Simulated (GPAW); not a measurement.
# Cs2InAgCl6 (Fm-3m): G0W0 on several meshes in GPAW

Aim: the GW shift of Cs2InAgCl6 (Fm-3m) against the k mesh.

Method: LDA and many-body steps on it, plane waves, in GPAW 26.7.0.

## Step 1: The structure

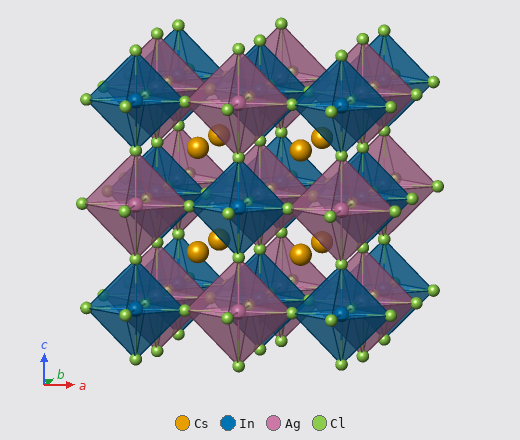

The cell as given, slightly off an axis (caesium orange, indium blue, silver pink, chlorine green). This picture shows the conventional cell, with its axes. Some periodic images of atoms are drawn too.

Structure file:

```xyz
10
Lattice="0.0000 5.2345 5.2345 5.2345 0.0000 5.2345 5.2345 5.2345 0.0000" Properties=species:S:1:pos:R:3 pbc="T T T"
Cs    2.6173    2.6172    2.6173
Cs    7.8518    7.8517    7.8518
In    0.0000    0.0000    0.0000
Ag    5.2345    5.2345    5.2345
Cl    2.5104    5.2345    5.2345
Cl    5.2345    2.5104    5.2345
Cl    7.9586    5.2345    5.2345
Cl    5.2345    7.9586    5.2345
Cl    5.2345    5.2345    2.5104
Cl    5.2345    5.2345    7.9586
```

The cell and positions come from the Crystallography Open Database and are kept as given unless a step says otherwise. Spin-orbit coupling is left out unless a step names it.

## Step 2: Empty states on the mesh, 2×2×2 mesh, 975 bands

This step: GPAW 26.7.0; DFT, LDA, plane waves, PAW.

The sums over transitions need many empty states on a uniform mesh; this step solves for them.

Input file run.py:

```python
import json
import numpy as np
from gpaw.mpi import world
from gpaw import GPAW

calc = GPAW('gs.gpw').fixed_density(kpts={'size': (2, 2, 2), 'gamma': True},
    parallel={'domain': 1, 'band': 1},
    txt='nscf.txt')
calc.diagonalize_full_hamiltonian(nbands=975)
calc.write('full.gpw', mode='all')
res = {}
kpts = calc.get_ibz_k_points()
res['kpts'] = kpts
res['eigenvalues'] = [calc.get_eigenvalues(kpt=k) for k in range(len(kpts))]
res['n_electrons'] = calc.get_number_of_electrons()

if world.rank == 0:
    with open('result.json', 'w') as f:
        json.dump(res, f, default=lambda x: x.tolist())
```

Launch:

```console
mpirun -n 3 gpaw python run.py
```

Numbers of over 12 decimals in the logs are rounded to 6 here.

The program printed:

```text
Diagonalizing LCAO Hamiltonian
Converting LCAO to pw mode
convergence criteria:
- Maximum integral of absolute [eigenst]ate change: 4e-08 eV^2 / valence electron
maximum number of iterations: 100

SCF iterations
|iter     |     time |      energy | eigst |  dens |
|iter:   1|  |             | +0.37 |       |
|iter:   2|  |             | -0.23 |       |
|iter:   3|  |             | -0.68 |       |
[...]
|iter:  48|  |             | -5.72 |       |
|iter:  49|  |             | -5.97 |       |
[... further lines of this kind ...]
|iter:  56|  |             | -7.41c|       |
SCF steps: 56
  __  _  _
 | _ |_)|_||  |
 |__||  | ||/\| - 26.7.0

Input parameters:
  mode=PW(ecut=450.000000),
  convergence={'density': 1e-06, 'bands': -3},
  gpts=array([40, 40, 40]),
  kpts=MonkhorstPack(size=(2, 2, 2), gamma=True),
  maxiter=100,
  nbands=56,
  occupations=Occupations(name='fermi-dirac', width=0.001, fixmagmom=False),
  parallel={'domain': 1, 'band': 1},
  xc=XC(name='LDA')
Matrix size: 6183x6183
# Writing to full.gpw (mode='all')
  [... matrices ...]

timing:  # [seconds]
  Total: 129.168  # ━━━━━━━━━━━━━━━━━━━━━━━━━━━━━━━━━━━━━━━━━━━━━━━━━━━━━━━━━
```

The job ended after 2.6 min (3 MPI ranks of Intel Xeon Platinum 8559C (Emerald Rapids), shared host; peak memory 8.2 GiB).

This step gave:

- gap: 0.8904 eV
- k of the valence top: 0, 0, 0
- k of the conduction bottom: 0, 0, 0
- least direct gap: 0.8904 eV
- k points computed: 3
- lowest point of the top converged band, above the valence top: 120.4513 eV

On this mesh the gap is 0.890 eV.

## Step 3: 2×2×2

G0W0 replaces the xc potential by the self-energy, built once from these orbitals. Only a window of levels is corrected, while the sums run over the empty bands that the input names.

This step: G0W0 on LDA, plane waves, PAW.

Input file run.py:

```python
import json
import numpy as np
from gpaw.mpi import world
from gpaw.response.g0w0 import G0W0

gw = G0W0('full.gpw',
    filename='gw',
    kpts=[0],
    bands=(43, 47),
    ecut=39,
    nbands=158,
    integrate_gamma='WS',
    ppa=True)
gw.calculate()
res = {mode: {k: v for k, v in r.items() if k != 'sigma_eskwn'}
       for mode, r in gw.all_results.items()}

if world.rank == 0:
    with open('result.json', 'w') as f:
        json.dump(res, f, default=lambda x: x.tolist())
```

Launch:

```console
mpirun -n 4 gpaw python run.py
```

The program printed:

```text
Using integrator: PointIntegrator
FrequencyGridDescriptor(from 0.000+0.000j to 0.000+27.211j eV, 2 points)
Nonperiodic BCs:  [False False False]
Using integrator: PointIntegrator
FrequencyGridDescriptor(from 0.000+0.000j to 0.000+27.211j eV, 2 points)
Nonperiodic BCs:  [False False False]
  ___  _ _ _
 |   || | | |
 | | || | | |
 |__ ||_____|
 |___|

BZ k-points: Symmetries present (total): 48

  [... matrices ...]
8 k-points: 2 x 2 x 2 Monkhorst-Pack grid + [1/4,1/4,1/4]
3 k-points in the irreducible part of the Brillouin zone
       k-points in crystal coordinates                weights
   0:     0.00000000    0.00000000    0.00000000          1/8
   1:     0.50000000    0.50000000    0.00000000          3/8
   2:     0.50000000    0.50000000    0.50000000          4/8

Distributing spins, k-points and bands (1 x 1 x 4) over 4 processes
Number of blocks: 1

Quasi particle states:
k-points (IBZ indices): [0]
Band range: (43, 47)
  [... matrices ...]
Computational parameters:
Plane wave cut-off: 39 eV
Number of bands: 158
Coulomb cutoff: None
Broadening: 0.1 eV

fxc modes: GW
Kernel: RPA
Using Godby-Needs plasmon-pole approximation:
  Fitting energy: i*E0, E0 = 1.000 Hartree
Summing all q:

Calculating screened Coulomb potential
No Coulomb truncation
FrequencyGridDescriptor(from 0.000+0.000j to 0.000+27.211j eV, 2 points)
Removing empty qpoint cache files...

Calculating chi0 body with:
    Ground state adapter containing:
    Number of spins: 1
    Number of kpoints: 8
    Number of irreducible kpoints: 3
    Number of completely occupied states: 45
    Number of partially occupied states: 45
    Occupied states memory: 43.9453125 M / cpu

    Linear response parametrization:
    q_c: [0.0, 0.0, 0.0]
    Number of frequency points: 2
    Planewave cutoff: 39.0
    Number of bands: 158
    Number of planewaves: 169
    Broadening (eta): 1e-06
    comm.size: 4
    kncomm.size: 4
    blockcomm.size: 1

    Memory estimate of potentially large arrays:
        chi0_wGG: 0.871613 M / cpu
Integrating chi0 body.

Symmetries of q_c:
    Direct symmetries (Uq -> q): 48
    Indirect symmetries (TUq -> q): 0
In total 48 allowed symmetries.

  [... matrices ...]
3 groups of equivalent kpoints. 62.5% reduction.

Integral kind: response function
Integrating chi0 head and wings.

Symmetries of q_c:
    Direct symmetries (Uq -> q): 48
    Indirect symmetries (TUq -> q): 0
In total 48 allowed symmetries.

  [... matrices ...]
3 groups of equivalent kpoints. 62.5% reduction.

Integral kind: response function wings

Calculating chi0 body with:
    Ground state adapter containing:
    Number of spins: 1
    Number of kpoints: 8
    Number of irreducible kpoints: 3
    Number of completely occupied states: 45
    Number of partially occupied states: 45
    Occupied states memory: 43.9453125 M / cpu

    Linear response parametrization:
[... the further q-points ...]

Results:
f:      Occupation numbers
eps:     KS-eigenvalues [eV]
vxc:     KS vxc [eV]
exx:     Exact exchange [eV]
sigma:   Self-energies [eV]
dsigma:  Self-energy derivatives
Z:       Renormalization factors
qp:      QP-energies [eV]

k-point 0 (0): (0.000, 0.000, 0.000)                GW
band       f     eps     vxc     exx   sigma  dsigma       Z      qp
                                                                   GW
  43   1.000   2.448 -24.313 -28.563   3.749  -0.254   0.798   2.048
  44   1.000   2.448 -24.313 -28.563   3.749  -0.254   0.798   2.049
  45   0.000   3.338 -14.828 -10.155  -2.523  -0.202   0.832   5.126
  46   0.000   7.310  -9.434  -4.767  -3.123  -0.167   0.857   8.633
```

Elapsed: 27 s, on 4 MPI ranks; peak memory 3 GiB; 1.8 min of CPU time.

This step gave:

* G0W0 gap on the points computed: 3.078 eV
* least direct G0W0 gap on the computed points: 3.078 eV
* Z at the valence top: 0.7977
* Z at the conduction bottom: 0.8317
* starting gap on the mesh: 0.8904 eV
* k of the valence top: 0, 0, 0
* k of the conduction bottom: 0, 0, 0

The gap on the mesh goes from 0.89 eV to 3.08 eV, a correction of +2.19 eV.

## Step 4: Empty states on the mesh, 4×4×4 mesh, 168 bands

This step: DFT, LDA, plane waves, PAW.

Input file run.py:

```python
import json
import numpy as np
from gpaw.mpi import world
from gpaw import GPAW

calc = GPAW('gs.gpw').fixed_density(kpts={'size': (4, 4, 4), 'gamma': True},
    nbands=196,
    convergence={'bands': 168},
    txt='nscf.txt')
calc.write('full.gpw', mode='all')
res = {}
kpts = calc.get_ibz_k_points()
res['kpts'] = kpts
res['eigenvalues'] = [calc.get_eigenvalues(kpt=k) for k in range(len(kpts))]
res['n_electrons'] = calc.get_number_of_electrons()

if world.rank == 0:
    with open('result.json', 'w') as f:
        json.dump(res, f, default=lambda x: x.tolist())
```

Launch:

```console
mpirun -n 4 gpaw python run.py
```

The program printed:

```text
Diagonalizing LCAO Hamiltonian
Converting LCAO to pw mode
convergence criteria:
- Maximum integral of absolute [eigenst]ate change: 4e-08 eV^2 / valence electron
maximum number of iterations: 100

SCF iterations
|iter     |     time |      energy | eigst |  dens |
|iter:   1|  |             | +3.54 |       |
|iter:   2|  |             | +2.35 |       |
|iter:   3|  |             | +1.36 |       |
[...]
|iter:  13|  |             | -7.02 |       |
|iter:  14|  |             | -7.28 |       |
|iter:  15|  |             | -7.86c|       |
SCF steps: 15
  __  _  _
 | _ |_)|_||  |
 |__||  | ||/\| - 26.7.0

Input parameters:
  mode=PW(ecut=450.000000),
  convergence={'bands': 168},
  gpts=array([40, 40, 40]),
  kpts=MonkhorstPack(size=(4, 4, 4), gamma=True),
  maxiter=100,
  nbands=196,
  occupations=Occupations(name='fermi-dirac', width=0.001, fixmagmom=False),
  parallel={},
  xc=XC(name='LDA')
# Writing to full.gpw (mode='all')
  [... matrices ...]

timing:  # [seconds]
  Total: 0.074  # ━━━━━━━━━━━━━━━━━━━━━━━━━━━━━━━━━━━━━━━━━━━━━━━━━━━━━━━━━━━
```

Run time: 52 s. Hardware: 4 MPI ranks; peak memory 1.5 GiB.

This step gave:

| Property | Result |
| --- | --- |
| gap | 0.8904 eV |
| k of the valence top | 0, 0, 0 |
| k of the conduction bottom | 0, 0, 0 |
| least direct gap | 0.8904 eV |
| k points computed | 8 |
| lowest point of the top converged band, above the valence top | 28.83 eV |

On this mesh the gap is 0.890 eV.

## Step 5: 4×4×4

This step: G0W0 on LDA, plane waves, PAW.

Input file run.py:

```python
import json
import numpy as np
from gpaw.mpi import world
from gpaw.response.g0w0 import G0W0

gw = G0W0('full.gpw',
    filename='gw',
    kpts=[0],
    bands=(43, 47),
    ecut=39,
    nbands=158,
    integrate_gamma='WS',
    ppa=True)
gw.calculate()
res = {mode: {k: v for k, v in r.items() if k != 'sigma_eskwn'}
       for mode, r in gw.all_results.items()}

if world.rank == 0:
    with open('result.json', 'w') as f:
        json.dump(res, f, default=lambda x: x.tolist())
```

Launch:

```console
mpirun -n 4 gpaw python run.py
```

The program printed:

```text
Using integrator: PointIntegrator
FrequencyGridDescriptor(from 0.000+0.000j to 0.000+27.211j eV, 2 points)
Nonperiodic BCs:  [False False False]
Using integrator: PointIntegrator
FrequencyGridDescriptor(from 0.000+0.000j to 0.000+27.211j eV, 2 points)
Nonperiodic BCs:  [False False False]
  ___  _ _ _
 |   || | | |
 | | || | | |
 |__ ||_____|
 |___|

BZ k-points: Symmetries present (total): 48

  [... matrices ...]
64 k-points: 4 x 4 x 4 Monkhorst-Pack grid + [1/8,1/8,1/8]
8 k-points in the irreducible part of the Brillouin zone
       k-points in crystal coordinates                weights
   0:     0.00000000    0.00000000    0.00000000          1/64
   1:     0.25000000    0.25000000    0.00000000          6/64
   2:     0.25000000    0.25000000    0.25000000          8/64
[...]
6:     0.50000000    0.50000000    0.25000000         24/64
   7:     0.50000000    0.50000000    0.50000000          4/64

Distributing spins, k-points and bands (1 x 1 x 4) over 4 processes
Number of blocks: 1

Quasi particle states:
k-points (IBZ indices): [0]
Band range: (43, 47)
  [... matrices ...]
Computational parameters:
Plane wave cut-off: 39 eV
Number of bands: 158
Coulomb cutoff: None
Broadening: 0.1 eV

fxc modes: GW
Kernel: RPA
Using Godby-Needs plasmon-pole approximation:
  Fitting energy: i*E0, E0 = 1.000 Hartree
Summing all q:

Calculating screened Coulomb potential
No Coulomb truncation
FrequencyGridDescriptor(from 0.000+0.000j to 0.000+27.211j eV, 2 points)
Removing empty qpoint cache files...

Calculating chi0 body with:
    Ground state adapter containing:
    Number of spins: 1
    Number of kpoints: 64
    Number of irreducible kpoints: 8
    Number of completely occupied states: 45
    Number of partially occupied states: 45
    Occupied states memory: 43.9453125 M / cpu

    Linear response parametrization:
    q_c: [0.0, 0.0, 0.0]
    Number of frequency points: 2
    Planewave cutoff: 39.0
    Number of bands: 158
    Number of planewaves: 169
    Broadening (eta): 1e-06
    comm.size: 4
    kncomm.size: 4
    blockcomm.size: 1

    Memory estimate of potentially large arrays:
        chi0_wGG: 0.871613 M / cpu
Integrating chi0 body.

Symmetries of q_c:
    Direct symmetries (Uq -> q): 48
    Indirect symmetries (TUq -> q): 0
In total 48 allowed symmetries.

  [... matrices ...]
8 groups of equivalent kpoints. 87.5% reduction.

Integral kind: response function
Integrating chi0 head and wings.

Symmetries of q_c:
    Direct symmetries (Uq -> q): 48
    Indirect symmetries (TUq -> q): 0
In total 48 allowed symmetries.

  [... matrices ...]
8 groups of equivalent kpoints. 87.5% reduction.

Integral kind: response function wings

Calculating chi0 body with:
    Ground state adapter containing:
    Number of spins: 1
    Number of kpoints: 64
    Number of irreducible kpoints: 8
    Number of completely occupied states: 45
    Number of partially occupied states: 45
    Occupied states memory: 43.9453125 M / cpu

    Linear response parametrization:
[... the further q-points ...]

Results:
f:      Occupation numbers
eps:     KS-eigenvalues [eV]
vxc:     KS vxc [eV]
exx:     Exact exchange [eV]
sigma:   Self-energies [eV]
dsigma:  Self-energy derivatives
Z:       Renormalization factors
qp:      QP-energies [eV]

k-point 0 (0): (0.000, 0.000, 0.000)                GW
band       f     eps     vxc     exx   sigma  dsigma       Z      qp
                                                                   GW
  43   1.000   2.448 -24.313 -28.446   3.684  -0.256   0.796   2.090
  44   1.000   2.448 -24.313 -28.446   3.684  -0.256   0.796   2.090
  45   0.000   3.338 -14.828 -10.345  -2.375  -0.200   0.833   5.093
  46   0.000   7.310  -9.434  -4.788  -3.067  -0.165   0.858   8.666
```

Run time: 3 min. Hardware: 4 MPI ranks; peak memory 5 GiB.

This step gave:

| Quantity | Value |
| --- | --- |
| G0W0 gap on the points computed | 3.003 eV |
| least direct G0W0 gap on the computed points | 3.003 eV |
| Z at the valence top | 0.7964 |
| Z at the conduction bottom | 0.8330 |
| starting gap on the mesh | 0.8904 eV |
| k of the valence top | 0, 0, 0 |
| k of the conduction bottom | 0, 0, 0 |

Against G0W0 in GPAW (2×2×2 mesh, 158 bands, screening to 39 eV, Godby-Needs plasmon pole), the gap moves by −0.075 eV.

## Step 6: The runs together

Times are wall times on 4 MPI ranks of Intel Xeon Platinum 8559C (Emerald Rapids), shared host, good to a factor of about two.

| run | mesh | bands | screening cutoff (eV) | DFT gap (eV) | gap on the mesh (eV) | direct (eV) | time |
| --- | --- | --- | --- | --- | --- | --- | --- |
| 2×2×2 | 2×2×2 | 158 | 39 | 0.890 | 3.078 | 3.078 | 27 s |
| 4×4×4 | 4×4×4 | 158 | 39 | 0.890 | 3.003 | 3.003 | 3 min |

## Step 7: What came out

```yaml
2x2x2: 3.078 eV
4x4x4: 3.003 eV
known_limits: not at the basis limit; d shell near the gap, gap tends to lie low; no spin-orbit coupling; coarse k mesh
```

In words: 4×4×4: −0.075 eV against 2×2×2. Bands and cutoff are finite, so the gap is not at the basis limit. The miss can reach some tenths of an eV and take either sign; the mesh is an error of its own. These stock PAW sets were not made for GW. In the G0W0 runs levels were corrected at 1 k point alone, so a gap called «on the mesh» is the least over those, and an edge elsewhere would be missed. The 2×2×2 mesh is coarse for this cell, which bears on the long-range parts of exchange and screening. Mesh or cutoff lie under what a gap needs, so these runs test behaviour and cost; their gaps are not to be quoted. A d shell, filled or nearly so, lies near the gap. One-shot GW converges very slowly in bands there, not always from below, and on a semilocal start the gap tends to come out low; starts rich in exact exchange can overshoot instead. The many-body steps are scalar-relativistic: spin-orbit coupling is not in them.

[Paths, hosts, dates, memory and timing lines, banners, echoed tables and standing remarks are left out of the program output.]

[Logs are printed without paths, hosts, clocks, repeated set-up lines and the standing remarks that a program may print on its own settings, such as how far it seeks lower states.]

[Runs of the session that timed out or met a known fault of the program may be left out.]

[Hosts, paths, dates, database ids (printed as entryN), source tags and the programs' standing remarks are cut or masked in the printed files.]
